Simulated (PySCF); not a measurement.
Potential energy curve for ICl, singlet.

- UKS-M06-2X = unrestricted M06-2X/def2-TZVP, def2 effective core potentials past Kr (PySCF 2.14.0)
- UCCSD(T) = CCSD(T) on UHF/def2-TZVP, 9 core orbitals frozen, def2 effective core potentials past Kr in PySCF
- RMP2 = MP2 on RHF/def2-TZVP, 9 core orbitals frozen, def2 effective core potentials past Kr in PySCF

Energies are in kcal/mol, each relative to the lowest point of its own curve near equilibrium.

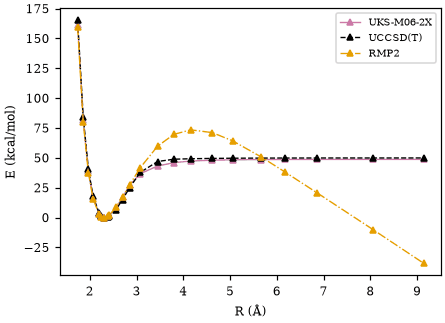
Figure: Energy against bond length for each method.

```tsv
R / Å	UKS-M06-2X	UCCSD(T)	RMP2
1.74	161.4	165.0	159.9
1.86	81.6	83.8	79.9
1.97	39.0	40.5	37.6
2.07	16.8	17.8	15.8
2.20	3.1	3.6	2.6
2.25	0.9	1.2	0.7
2.31	0.0	0.0	0.0
2.40	1.2	0.6	1.4
2.42	1.7	1.1	2.1
2.56	8.1	6.6	8.6
2.70	16.8	15.0	17.2
2.85	26.9	24.9	27.2
3.08	36.7	37.8	41.7
3.45	43.1	46.9	59.8
3.80	45.9	48.8	69.7
4.16	47.3	49.2	73.4
4.62	48.0	49.5	71.1
5.06	48.3	49.6	64.1
5.67	48.5	49.8	50.6
6.17	48.6	49.8	38.2
6.86	48.6	49.8	20.6
8.06	48.7	49.9	-10.2
9.14	48.7	49.9	-38.4
```

At the longest distance, 9.14 Å, UCCSD(T) lies highest above its minimum (49.9 kcal/mol) and RMP2 lowest (-38.4 kcal/mol).

The RMP2 curve passes through a maximum at 4.16 Å and then falls by 111.8 kcal/mol up to the last usable point.

The unrestricted determinant behind UKS-M06-2X is spin-contaminated at 2.85 to 9.14 Å (<S²> up to 1.0, against 0.00 for a pure singlet). The unrestricted determinant behind UCCSD(T) is spin-contaminated at 2.56 to 9.14 Å (<S²> up to 1.0, against 0.00 for a pure singlet). The restricted form behind RMP2 keeps the bonding electrons paired and can't separate into open-shell fragments.
